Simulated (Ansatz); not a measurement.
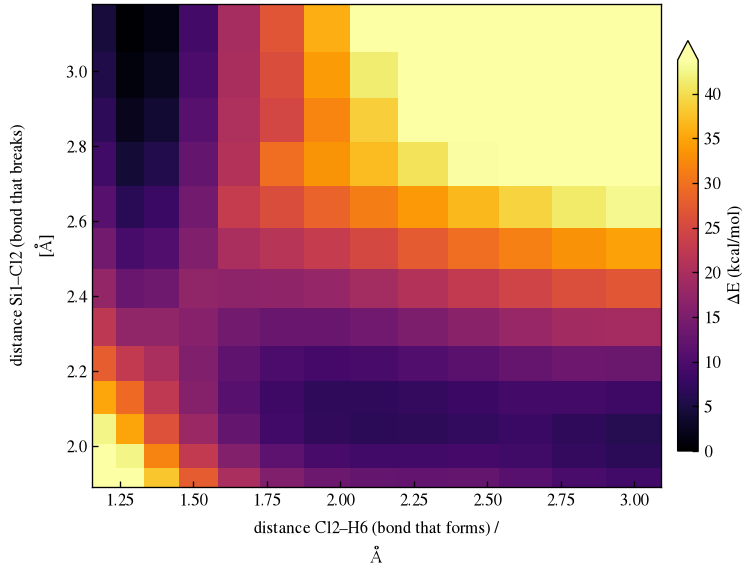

Energy landscape of the reacting system ClF3H2Si (fragments ClF₂HSi + FH where the first distance is long, F₃HSi + ClH where the second is long). The first coordinate is: distance Cl2–H6 (bond that forms); the second: distance Si1–Cl2 (bond that breaks). Relaxed at each point: all other coordinates. The grid has 13 × 13 points. Points are written as (first, second). Energies: kcal/mol, counted from the lowest grid point. Energies and slopes of some neighbouring points disagree (a jump in structure or state, or too coarse a mesh). The reference is spin-restricted, so regions where a bond is pulled apart into radicals lie too high. These are results of RKS SPW92 (LDA)/def2-SVP (Ansatz 0.2.0), not measurements.

In the figure: one coloured cell a grid point, one colour for all values above the top of the scale. 

Q: Summarise what can be read from the map.

A: The lowest grid point is at (1.278 Å, 3.117 Å). It lies in a valley that leaves the map towards separated partners. Other grid points that lie below all their neighbours: (2.115 Å, 2.045 Å) (6.5 kcal/mol higher). The energy also falls towards the edge at (2.997 Å, 2.045 Å) (6.0 kcal/mol above the lowest), where a further well may lie outside the range. The highest grid point, (2.997 Å, 3.117 Å), lies 72.0 kcal/mol above the lowest.

Grid values (kcal/mol):

```tsv
second ↓, first →	1.197	1.278	1.389	1.515	1.653	1.800	1.954	2.115	2.281	2.453	2.630	2.811	2.997
3.117	4.6	0.0	1.6	9.0	19.5	26.7	35.8	43.9	51.2	57.6	63.3	69.3	72.0
2.993	5.5	0.9	2.5	9.8	19.9	25.7	34.0	41.4	48.1	54.0	59.9	62.9	65.3
2.872	6.8	2.3	3.9	11.0	20.4	24.7	32.1	38.7	44.6	50.1	53.3	56.0	58.1
2.755	8.6	4.1	5.7	12.4	20.9	29.7	33.5	37.0	40.4	43.6	46.4	48.7	50.5
2.640	11.0	6.4	7.9	14.0	23.0	25.7	28.4	31.2	34.0	36.6	39.0	41.0	42.6
2.529	13.9	9.3	10.5	15.5	20.1	21.4	23.0	25.1	27.4	29.6	31.6	33.3	34.6
2.422	17.6	12.8	13.6	17.1	16.9	16.9	17.8	19.2	20.9	22.7	24.4	25.8	26.9
2.319	22.1	17.2	17.1	16.1	13.9	12.9	12.9	13.8	15.1	16.5	17.8	19.0	19.4
2.221	27.8	22.7	20.0	15.4	11.8	9.8	9.2	9.5	10.3	11.4	12.5	13.4	13.0
2.129	35.0	29.2	22.3	15.9	11.1	8.2	7.0	6.9	7.4	8.2	9.0	9.0	8.3
2.045	42.3	35.0	26.2	18.3	12.3	8.7	7.0	6.5	6.8	7.3	7.9	6.9	6.0
1.971	50.8	42.2	31.9	22.6	15.7	11.5	9.5	8.7	8.8	9.1	8.6	7.4	6.5
1.917	58.9	49.4	37.8	27.5	20.0	15.5	13.3	12.4	12.2	12.4	11.1	9.7	8.8
```

The input of one point:

```yaml
crystal:
  periodic: [false, false, false]
  atoms:
    - { symbol: Si, position_ang: [-0.798173, -0.264314, 0.053275] }
    - { symbol: Cl, position_ang: [2.050446, 0.67558, -0.793871] }
    - { symbol: F, position_ang: [-0.140798, -1.437896, -0.802901] }
    - { symbol: F, position_ang: [-0.969313, 1.061591, -0.815722] }
    - { symbol: H, position_ang: [-2.115146, -0.698157, 0.579379] }
    - { symbol: H, position_ang: [1.81843, 0.605111, 0.460915] }
    - { symbol: F, position_ang: [0.154558, 0.057983, 1.318727] }
basis:
  gaussian: { orbitals: def2-SVP }
hamiltonian:
  xc: lda
output:
  forces: true
relax:
  f_tol: 0.02
  max_steps: 50
  escape_saddle: false
  constraints: [{ distance: [1, 5] }, { distance: [0, 1] }]
scf:
  lower_state_search: "off"
```

The whole map (169 points run) took 43 min on 1 thread of Arm Neoverse N1, on a shared host.
